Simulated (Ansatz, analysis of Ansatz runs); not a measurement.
# Fe on the octahedral Ga site in beta-Ga2O3: charge-transition level, PBE+U, part 2 of 2

How near does this set-up come to the measured charge-transition level? Subject: Fe on the octahedral Ga site in beta-Ga2O3. Set-up: PBE+U, 120-site cell, PBE lattice, 420 eV, k: the single point 1/4 1/4 1/4 then 2x2x2 shifted 0.5 0.5 0.5, U 4 eV on Fe d. The model is a cell of 120 host atoms with 1 Ga taken out and 1 Fe put in. The level is the Fermi energy at which two charge states have equal formation energy, after a correction for the images of the charge. A Hubbard U on the impurity's d shell is the cheap way to lessen its self-interaction.

Ansatz 0.2.0; PBE+U, 120-site cell, PBE lattice, 420 eV, k: the single point 1/4 1/4 1/4 then 2x2x2 shifted 0.5 0.5 0.5, U 4 eV on Fe d.

So far: The starting structure; Relaxation, charge 0.

## Step 2: Relaxation, charge 0 (continued)

Level of this step: plane-wave PAW DFT, PBE+U; relaxation of all atoms of a defect supercell (Ansatz).

Relaxation path:

| step | energy less that of the first step (eV) | largest force component (eV/Å) |
| --- | --- | --- |
| 1 | 0.0000 | 1.9859 |
| 2 | -1.5539 | 1.1013 |
| 3 | -2.2179 | 0.0893 |
| 4 | -2.2227 | 0.0246 |
| 5 | -2.2231 | 0.0044 |

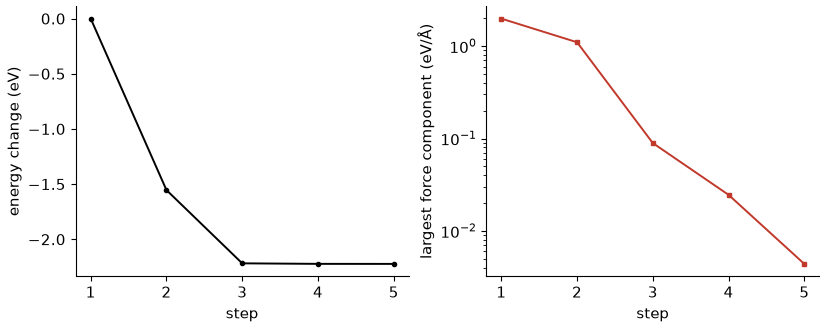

Energy and largest force along the relaxation.

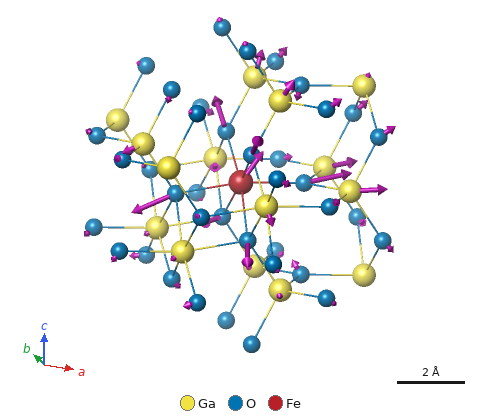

Displacements in the relaxation from the typed sites near the centre, exaggerated, the mean shift taken out; the longest in the cell stands for 0.03 Å.

The atoms that moved most (Å, from the sites as typed, ahead of the random displacement, the mean shift of all atoms taken out):

| atom | dx | dy | dz | length |
| --- | --- | --- | --- | --- |
| O60 | 0.030 | 0.000 | 0.012 | 0.032 |
| O53 | -0.026 | 0.000 | -0.018 | 0.031 |
| O15 | -0.004 | -0.027 | -0.012 | 0.030 |
| O51 | -0.005 | 0.024 | 0.017 | 0.030 |
| O11 | -0.005 | -0.024 | 0.017 | 0.030 |
| O55 | -0.005 | 0.027 | -0.012 | 0.030 |
| Fe47 | 0.009 | 0.000 | 0.020 | 0.022 |
| Ga2 | 0.019 | -0.005 | 0.006 | 0.021 |

Neighbours of Fe47 at the end:

| atom | distance (Å) |
| --- | --- |
| O11 | 1.986 |
| O51 | 1.987 |
| O60 | 1.991 |
| O53 | 2.087 |
| O55 | 2.148 |
| O15 | 2.149 |
| Ga87 | 3.090 |
| Ga7 | 3.090 |

Read from the output:

| Property | Result |
| --- | --- |
| free energy | -223175.7272 eV |
| total moment | 5 μB |
| integral of the absolute spin density | 5.055 μB |
| spin contamination | 0.004558 |

The relaxation ends 19 meV an atom lower than the displaced start, with a largest force component of 0.0044 eV/Å.

## Step 3: Relaxation, charge −1

The input displaces the atoms at random before the relaxation, so that it can leave a symmetric saddle if there is one.

Input file relax1/input.yaml:

```yaml
relax:
  f_tol: 0.02
  max_steps: 80
  random_displacement: { amplitude: 0.05, seed: 440 }
crystal:
  lattice:
    - [12.45229053, 0.0, 0.02241701]
    - [0.0, 9.25068811, 0.0]
    - [-2.80539192, 0.0, 11.41508303]
  atoms:
    - { symbol: Ga, position: [0.089937622, 0.0, 0.397359623] }
    - { symbol: Ga, position: [0.589937622, 0.166666667, 0.397359623] }
[... 2 atom lines left out ...]
    - { symbol: Ga, position: [0.158504404, 0.166666667, 0.157060609] }
[... 1 atom line left out ...]
    - { symbol: Ga, position: [0.341495596, 0.0, 0.342939391] }
[... 3 atom lines left out ...]
    - { symbol: O, position: [0.336458603, 0.166666667, 0.445411182] }
[... 3 atom lines left out ...]
    - { symbol: O, position: [0.326307612, 0.166666667, 0.217844516] }
[... 25 atom lines left out ...]
    - { symbol: Ga, position: [0.089937622, 0.333333333, 0.397359623] }
[... 3 atom lines left out ...]
    - { symbol: Ga, position: [0.158504404, 0.5, 0.157060609] }
[... 1 atom line left out ...]
    - { symbol: Fe, position: [0.341495596, 0.333333333, 0.342939391], spin: 4.0 }
[... 3 atom lines left out ...]
    - { symbol: O, position: [0.336458603, 0.5, 0.445411182] }
[... 1 atom line left out ...]
    - { symbol: O, position: [0.173692388, 0.333333333, 0.282155484] }
[... 1 atom line left out ...]
    - { symbol: O, position: [0.326307612, 0.5, 0.217844516] }
[... 4 atom lines left out ...]
    - { symbol: O, position: [0.503987529, 0.333333333, 0.371677199] }
[... 26 atom lines left out ...]
    - { symbol: Ga, position: [0.341495596, 0.666666667, 0.342939391] }
[... 32 atom lines left out ...]
    - { symbol: O, position: [0.503987529, 0.666666667, 0.871677199] }
  host:
    repeats: [1, 3, 2]
    atoms:
      - { symbol: Ga, position: [0.089937622, 0.0, 0.794719246] }
      - { symbol: Ga, position: [0.589937622, 0.5, 0.794719246] }
      # ... 18 more atoms of the perfect host
total_charge: -1
basis:
  ecutwfc: 420
  xc_grid: 2
hamiltonian:
  xc: pbe
  hubbard: { sites: [{ species: Fe, l: d, u_eff: 4.0 }] }
kpoints:
  mp_grid: { grid: [1, 1, 1], shift: [0.25, 0.25, 0.25] }
magnetization:
  spin_polarized: true
  initial_magnetization: 4
  spin_locking: { lock_magnetization: hard }
scf:
  occupations: { method: fermi_dirac, width: 0.01 }
  max_iter: 120
output:
  forces: true
  charged_corrections:
    epsilon: [4.14, 4.26, 4.27]
    static_epsilon: [11.49, 11.65, 13.8]
    defect_position: [0.341496, 0.333333, 0.342939]
checkpoint:
  write: "../relax1.run"
  compress: false
  write_wavefunctions: true
  write_every: 100000
```

The run is started by

```console
ansatz run input.yaml --threads 8 --pin off --max-ram 14131MiB --backend cpu --events-out ev --progress --plain --runs-dir out
```

Numbers of over 12 decimals in the logs are rounded to 6 here.

Log:

```text
[...]
Crystal: 120 atoms, lattice volume = 1315.511 Å³
Basis set: ecut = 420 eV, 25761 PW (Γ), exchange–correlation on 180×128×160 points (8 copies of the dense FFT grid, shifted against one another)
Bands: 652, of which v1, the nominal top of the filled ones, is band 530 counted from 1 (529 counted from 0)
Symmetry: 1 space group operations
k-points: 1
[...]
Starting moments: Σ|m| = 4 μB on 1 of 120 sites
[...]
SCF iter   1: F=—  HF=-223189.323839 eV  |F-HF|=—  |Δ(HF+E_count)|=         —  Δρ=5.82e-2 (↑5.32e-2 ↓5.82e-2)  dr2=9.43e1  dr2_m=1.05e0  M=4.000 μB ∫|m|=4.015 μB  β_m=0.30  ethr=3.10e-3  ⟨swp⟩=6.0  Hψ=4443  notcnv=0  defer=92
[...]
F+E_penalty+E_count = -223166.28202154 eV   max|allowed force component| = 1.933e-2 eV/Å
  atoms:
    - { symbol: Ga, position: [0.090334, -0.000166, 0.397695] }
    - { symbol: Ga, position: [0.592829, 0.166497, 0.398828] }
[...]
- { symbol: Ga, position: [0.159803, 0.166759, 0.158142] }
    [... 1 atom left out ...]
    - { symbol: Ga, position: [0.341850, 0.000727, 0.343309] }
[...]
- { symbol: O, position: [0.331433, 0.153964, 0.449908] }
[...]
- { symbol: O, position: [0.324383, 0.153672, 0.214275] }
[...]
- { symbol: Fe, position: [0.343164, 0.333291, 0.344474] }
    [... 3 atoms left out ...]
    - { symbol: O, position: [0.331271, 0.512661, 0.449871] }
    [... 1 atom left out ...]
    - { symbol: O, position: [0.167198, 0.333396, 0.276857] }
    [... 1 atom left out ...]
    - { symbol: O, position: [0.324363, 0.512933, 0.214259] }
    [... 4 atoms left out ...]
    - { symbol: O, position: [0.511187, 0.333202, 0.374409] }
    [... 26 atoms left out ...]
    - { symbol: Ga, position: [0.341828, 0.665863, 0.343290] }
    [... 153 atoms left out ...]
[key lines of the parts left out:]
SCF converged after 11 iterations
Magnetization: 4.0000 μB (532.0000 up, 528.0000 down)
Free energy (F): -223166.282022 eV
Fermi energy:    9.761654 (↑ 9.589808, ↓ 9.766171) eV
```

Elapsed: 5.5 min, on 8 threads of Intel Xeon 6975P-C (Granite Rapids), shared host; peak memory 9.1 GiB; 39 min of CPU time.

Relaxation path:

| step | energy less that of the first step (eV) | largest force component (eV/Å) |
| --- | --- | --- |
| 1 | 0.0000 | 2.1681 |
| 2 | -2.0583 | 1.1882 |
| 3 | -2.8738 | 0.2702 |
| 4 | -2.8983 | 0.1884 |
| 5 | -2.9036 | 0.0185 |
| 6 | -2.9036 | 0.0193 |

The atoms that moved most (Å, from the sites as typed, ahead of the random displacement, the mean shift of all atoms taken out):

| atom | dx | dy | dz | length |
| --- | --- | --- | --- | --- |
| O51 | -0.075 | 0.117 | 0.046 | 0.147 |
| O11 | -0.073 | -0.117 | 0.047 | 0.146 |
| O55 | -0.012 | 0.120 | -0.046 | 0.129 |
| O15 | -0.012 | -0.120 | -0.045 | 0.129 |
| O53 | -0.064 | 0.001 | -0.065 | 0.091 |
| O60 | 0.084 | -0.001 | 0.027 | 0.088 |
| O37 | 0.013 | -0.008 | 0.035 | 0.038 |
| O29 | -0.035 | -0.008 | 0.010 | 0.037 |

Neighbours of Fe47 at the end:

| atom | distance (Å) |
| --- | --- |
| O60 | 2.038 |
| O11 | 2.096 |
| O51 | 2.097 |
| O53 | 2.147 |
| O15 | 2.233 |
| O55 | 2.234 |
| Ga7 | 3.077 |
| Ga87 | 3.077 |

Read from the output:

| Property | Result |
| --- | --- |
| free energy | -223166.2820 eV |
| total moment | 4 μB |
| integral of the absolute spin density | 4.064 μB |
| spin contamination | 0.006563 |

The relaxation ends 24 meV an atom lower than the displaced start, with a largest force component of 0.019 eV/Å.

## Step 4: Single point, charge 0

The relaxed structure is kept, and the final numbers are taken at the final level and k-points.

This step: plane-wave PAW DFT, PBE+U; single point of a defect supercell.

Input file point0/input.yaml:

```yaml
crystal:
  lattice:
    - [12.45229053, 0.0, 0.02241701]
    - [0.0, 9.25068811, 0.0]
    - [-2.80539192, 0.0, 11.41508303]
  atoms:
    - { symbol: Ga, position: [0.089818536, -0.000206079, 0.397753613] }
    - { symbol: Ga, position: [0.591545937, 0.166056384, 0.398304132] }
[... 2 atom lines left out ...]
    - { symbol: Ga, position: [0.158120975, 0.166558737, 0.157202354] }
[... 1 atom line left out ...]
    - { symbol: Ga, position: [0.341521874, -0.000721243, 0.342698103] }
[... 3 atom lines left out ...]
    - { symbol: O, position: [0.336286057, 0.164016447, 0.447287636] }
[... 3 atom lines left out ...]
    - { symbol: O, position: [0.325636604, 0.163681308, 0.217190207] }
[... 25 atom lines left out ...]
    - { symbol: Ga, position: [0.089038409, 0.333292972, 0.397248078] }
[... 3 atom lines left out ...]
    - { symbol: Ga, position: [0.158118097, 0.500042411, 0.157208259] }
[... 1 atom line left out ...]
    - { symbol: Fe, position: [0.342500788, 0.333311592, 0.345094793], spin: 5.0 }
[... 3 atom lines left out ...]
    - { symbol: O, position: [0.336280044, 0.502609438, 0.447300414] }
[... 1 atom line left out ...]
    - { symbol: O, position: [0.171185655, 0.333344368, 0.281014549] }
[... 1 atom line left out ...]
    - { symbol: O, position: [0.325631247, 0.50285502, 0.217195106] }
[... 4 atom lines left out ...]
    - { symbol: O, position: [0.50655117, 0.333273684, 0.373159126] }
[... 26 atom lines left out ...]
    - { symbol: Ga, position: [0.341522152, 0.667318571, 0.342704305] }
[... 32 atom lines left out ...]
    - { symbol: O, position: [0.503815286, 0.666630985, 0.872138654] }
  host:
    repeats: [1, 3, 2]
    atoms:
      - { symbol: Ga, position: [0.089937622, 0.0, 0.794719246] }
      - { symbol: Ga, position: [0.589937622, 0.5, 0.794719246] }
      # ... 18 more atoms of the perfect host
basis:
  ecutwfc: 420
  xc_grid: 2
hamiltonian:
  xc: pbe
  hubbard: { sites: [{ species: Fe, l: d, u_eff: 4.0 }] }
kpoints:
  mp_grid: { grid: [2, 2, 2], shift: [0.5, 0.5, 0.5] }
magnetization:
  spin_polarized: true
  initial_magnetization: 5
  spin_locking: { lock_magnetization: hard }
scf:
  occupations: { method: fermi_dirac, width: 0.01 }
  max_iter: 120
output:
  forces: true
  charged_corrections:
    epsilon: [4.14, 4.26, 4.27]
    static_epsilon: [11.49, 11.65, 13.8]
    defect_position: [0.341496, 0.333333, 0.342939]
  eigenvalues: true
checkpoint:
  read: "../relax0.run"
  write: "../point0.run"
  compress: false
  write_wavefunctions: true
  write_every: 100000
```

Log:

```text
[...]
Crystal: 120 atoms, lattice volume = 1315.511 Å³
Basis set: ecut = 420 eV, 25761 PW (Γ), exchange–correlation on 180×128×160 points (8 copies of the dense FFT grid, shifted against one another)
Bands: 652, of which v1, the nominal top of the filled ones, is band 530 counted from 1 (529 counted from 0)
Symmetry: 1 space group operations
[...]
k-points: 4 of 8 (time reversal used)
[...]
Stability of the state it starts from, as read at its close in the collinear treatment: not read negative (Ritz values of 1 − χ₀K, real part plus size of imaginary part, from 1.2 to 1.4, by its mixing steps under no symmetry); [...]
Starting moments: Σ|m| = 5 μB on 1 of 120 sites; this step starts from the density that it was given
[...]
[... 4 atoms left out ...]
  atom   7  Ga     0.00318331     0.00015374     0.00160999
  [... 3 atoms left out ...]
  atom  11  O     -0.00064593    -0.00041799     0.00165879
  [... 3 atoms left out ...]
  atom  15  O     -0.00322300     0.00227277    -0.00132765
  [... 29 atoms left out ...]
  atom  45  Ga     0.00192951     0.00010825     0.00055115
  [... 1 atom left out ...]
  atom  47  Fe     0.00388214    -0.00077714     0.00169813
  [... 3 atoms left out ...]
  atom  51  O     -0.00004267    -0.00109190     0.00130792
  [... 1 atom left out ...]
  atom  53  O     -0.00008636    -0.00239497    -0.00184149
  [... 1 atom left out ...]
  atom  55  O     -0.00192718     0.00228302    -0.00199433
  [... 4 atoms left out ...]
  atom  60  O     -0.00278269     0.00208908    -0.00059804
  [... 26 atoms left out ...]
  atom  87  Ga     0.00261132     0.00081706     0.00148050
  [... 33 atoms left out ...]
  max |Σ_I F_I| component: 1.07e-5 eV/Å
--- Band table (eV; the first three rows and the last of 8) ---
[...]
[... further k-points left out ...]
Occupation matrices written to <dir>
[key lines of the parts left out:]
SCF converged after 4 iterations
Magnetization: 5.0000 μB (532.0000 up, 527.0000 down)
Free energy (F): -223175.710327 eV
Fermi energy:    8.917701 (↑ 8.997922, ↓ 8.899253) eV
```

Wall time 2.8 min (8 threads); peak memory 10 GiB; 20 min of CPU time.

Reading the cycles: dr2 is the Hartree energy of the density residual (eV), the measure of convergence; HF is the Harris–Foulkes estimate of the energy, which meets the free energy F at convergence.

Numbers from this step:

```
free energy                           : -223175.7103 eV
total moment                          : 5 μB
integral of the absolute spin density : 5.055 μB
spin contamination                    : 0.004559
```

## Step 5: Single point, charge −1

This step: plane-wave PAW DFT, PBE+U; single point of a defect supercell.

Input file point1/input.yaml:

```yaml
crystal:
  lattice:
    - [12.45229053, 0.0, 0.02241701]
    - [0.0, 9.25068811, 0.0]
    - [-2.80539192, 0.0, 11.41508303]
  atoms:
    - { symbol: Ga, position: [0.090333564, -0.000166187, 0.397694875] }
    - { symbol: Ga, position: [0.592828908, 0.16649709, 0.398828086] }
[... 2 atom lines left out ...]
    - { symbol: Ga, position: [0.159802685, 0.16675904, 0.158142451] }
[... 1 atom line left out ...]
    - { symbol: Ga, position: [0.341850018, 0.000727296, 0.343309084] }
[... 3 atom lines left out ...]
    - { symbol: O, position: [0.331432999, 0.153964382, 0.449908256] }
[... 3 atom lines left out ...]
    - { symbol: O, position: [0.324383109, 0.153672245, 0.21427511] }
[... 25 atom lines left out ...]
    - { symbol: Ga, position: [0.090662196, 0.333344476, 0.39594472] }
[... 3 atom lines left out ...]
    - { symbol: Ga, position: [0.159785876, 0.499892821, 0.15813197] }
[... 1 atom line left out ...]
    - { symbol: Fe, position: [0.343164092, 0.333291384, 0.344474345], spin: 4.0 }
[... 3 atom lines left out ...]
    - { symbol: O, position: [0.331270929, 0.512660647, 0.449870729] }
[... 1 atom line left out ...]
    - { symbol: O, position: [0.167197886, 0.333396312, 0.276857068] }
[... 1 atom line left out ...]
    - { symbol: O, position: [0.32436291, 0.512933046, 0.214259489] }
[... 4 atom lines left out ...]
    - { symbol: O, position: [0.511187262, 0.333202389, 0.374409324] }
[... 26 atom lines left out ...]
    - { symbol: Ga, position: [0.341828156, 0.665862908, 0.343290394] }
[... 32 atom lines left out ...]
    - { symbol: O, position: [0.504175294, 0.666809945, 0.87283175] }
  host:
    repeats: [1, 3, 2]
    atoms:
      - { symbol: Ga, position: [0.089937622, 0.0, 0.794719246] }
      - { symbol: Ga, position: [0.589937622, 0.5, 0.794719246] }
      # ... 18 more atoms of the perfect host
total_charge: -1
basis:
  ecutwfc: 420
  xc_grid: 2
hamiltonian:
  xc: pbe
  hubbard: { sites: [{ species: Fe, l: d, u_eff: 4.0 }] }
kpoints:
  mp_grid: { grid: [2, 2, 2], shift: [0.5, 0.5, 0.5] }
magnetization:
  spin_polarized: true
  initial_magnetization: 4
  spin_locking: { lock_magnetization: hard }
scf:
  occupations: { method: fermi_dirac, width: 0.01 }
  max_iter: 120
output:
  forces: true
  charged_corrections:
    epsilon: [4.14, 4.26, 4.27]
    static_epsilon: [11.49, 11.65, 13.8]
    defect_position: [0.341496, 0.333333, 0.342939]
  eigenvalues: true
checkpoint:
  read: "../relax1.run"
  write: "../point1.run"
  compress: false
  write_wavefunctions: true
  write_every: 100000
```

Log:

```text
[...]
Crystal: 120 atoms, lattice volume = 1315.511 Å³
Basis set: ecut = 420 eV, 25761 PW (Γ), exchange–correlation on 180×128×160 points (8 copies of the dense FFT grid, shifted against one another)
Bands: 652, of which v1, the nominal top of the filled ones, is band 530 counted from 1 (529 counted from 0)
Symmetry: 1 space group operations
[...]
k-points: 4 of 8 (time reversal used)
[...]
SCF iter   4: F=-223166.265072 eV  HF=-223166.265072 eV  |F-HF|=3.30e-8  |Δ(HF+E_count)|=   1.10e-7  Δρ=1.82e-6 (↑1.21e-6 ↓1.82e-6)  dr2=4.32e-8  dr2_m=7.43e-9  M=4.000 μB ∫|m|=4.064 μB  ethr=9.43e-12  ⟨swp⟩=5.1  Hψ=16423  notcnv=0
SCF 1 converged in 4 iterations: F = -223166.265072 eV  dr2 = 4.32e-8
[...]
SCF converged after 4 iterations
Magnetization: 4.0000 μB (532.0000 up, 528.0000 down)
[...]
[... 3 atoms left out ...]
  atom  11  O     -0.00477541    -0.00810434     0.00909726
  [... 3 atoms left out ...]
  atom  15  O     -0.00320994     0.00179668    -0.00101324
  [... 31 atoms left out ...]
  atom  47  Fe    -0.01812376     0.00109349    -0.00873196
  [... 3 atoms left out ...]
  atom  51  O     -0.00042865     0.00486044     0.01161177
  [... 1 atom left out ...]
  atom  53  O      0.01992227    -0.00419273    -0.00028454
  [... 1 atom left out ...]
  atom  55  O     -0.00166022     0.00032973    -0.00072150
  [... 4 atoms left out ...]
  atom  60  O     -0.00104207     0.00504448     0.00784050
  [... 26 atoms left out ...]
  atom  87  Ga    -0.00234929     0.01590599     0.00017858
  [... 33 atoms left out ...]
  max |Σ_I F_I| component: 2.14e-5 eV/Å
[...]
F Makov-Payne    = n/a  (the rows are of the electrons' constant alone; ansatz place-levels tells what screens the charge)
[...]
--- Band table (eV; the first three rows and the last of 8) ---
[...]
[... further k-points left out ...]
Occupation matrices written to <dir>
[key lines of the parts left out:]
Free energy (F): -223166.265072 eV
Fermi energy:    9.683408 (↑ 9.511425, ↓ 9.688025) eV
```

It took 2.9 min on 8 threads; peak memory 10 GiB.

Numbers from this step:

```
free energy                           : -223166.2651 eV
total moment                          : 4 μB
integral of the absolute spin density : 4.064 μB
spin contamination                    : 0.006557
```

## Step 6: Charge-transition levels

A charged cell feels its images and has its own zero of potential; this step corrects both and places the level between the host's band edges.

This step: place-levels on PBE+U runs: charge-transition levels with image-charge correction and potential alignment at the atomic sites.

Input file levels.yaml:

```yaml
host:
  run: host.point.run
states: [point0.run, point1.run]
geometry_from:
  point0.run: relax0.run
  point1.run: relax1.run
  host.point.run: host.relax.run
```

The run is started by

```console
ansatz place-levels levels.yaml -- --threads 8 --pin off --max-ram 14131MiB
```

Log:

```text
(0/-1) 1.999 eV above the valence edge, 0.010 eV under the conduction edge
  edges by pbe, gap 2.010 eV; the host is sampled to repeats of 29.92 Å
  the defect's cells are sampled to repeats of 29.92 Å, like sampling
  charge 0: +0.000 eV for its dipole among its images, +0.000 omitted
  charge -1: -223166.1476 eV with its correction of +0.117 eV, at epsilon [11.49, 11.65, 13.8], aligned at sites: +0.0319 eV, mean over 88 atomic sites at or beyond 4.63 Å from the defect at [0.3415, 0.3333, 0.3429], with +0.006961 for the charge's moments [...]
  of states[0] (point0.run): stability_check_not_made
  of states[1] (point1.run): how wide its charge is, is not read beside other atoms or cores, and a band state would take no correction. [...]
```

It took 0.24 s on 8 threads.

Numbers from this step:

* gap: 2.010 eV

## Step 7: What came out

```json
{
  "static dielectric constant used": "12.3",
  "band gap of the host": "2.01 eV",
  "(0/-1) level below the conduction-band bottom": "0.01 eV",
  "time of the whole chain": "25 min on 8 threads"
}
```

**Reading.** (0/-1) level below the conduction-band bottom: computed 0.01 eV, measured 0.78 eV and 0.83 eV; 0.77 eV shallower than the nearest measurement. The computed level lies at or beyond a band edge, so this set-up gives no level clear of the bands. The level is counted in a gap of 2.01 eV, and the correction is screened by a dielectric constant of 12.3 from a linear-response run on the host (PBE). Levels hang on the band edges, which semilocal functionals place too close together.

[Logs are printed without paths, hosts, clocks, repeated set-up lines and the standing remarks that a program may print on its own settings, such as how far it seeks lower states.]

[Hosts, paths, dates, database ids (printed as entryN), source tags and the programs' standing remarks are cut or masked in the printed files.]

[For some hosts the program warned that the k-mesh of the response run may be too coarse for force constants and the static dielectric constant; such warnings are not shown here.]
